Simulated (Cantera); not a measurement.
A closed system holds: 1 mol CHF3, 1.1 mol F2, equilibrated at 1723.15 K.

These are equilibrium values from Cantera (NASA tables, ideal gas, pure condensed phases), not measurements of a reactor. Candidate condensed phases: C, C6H6, C7H8, C8H18; 95 gas species. Gases not in the tables: C2F6 and larger saturated fluorocarbons. The numbers say what is thermodynamically allowed, not how fast it happens.

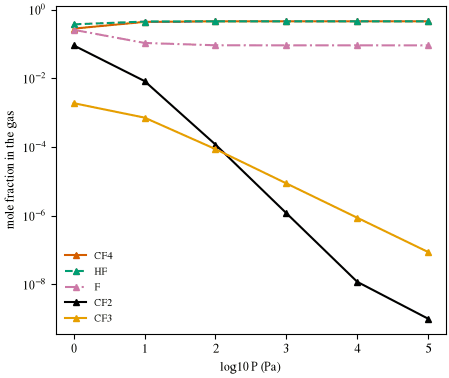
Equilibrium gas composition (values under 1e-9 drawn at 1e-9)

### Question
Read off the mole fractions at 1.00 Pa.

### Answer
HF about 0.37, CF4 about 0.28, F about 0.26, CF2 about 0.091, CF3 about 0.0019.
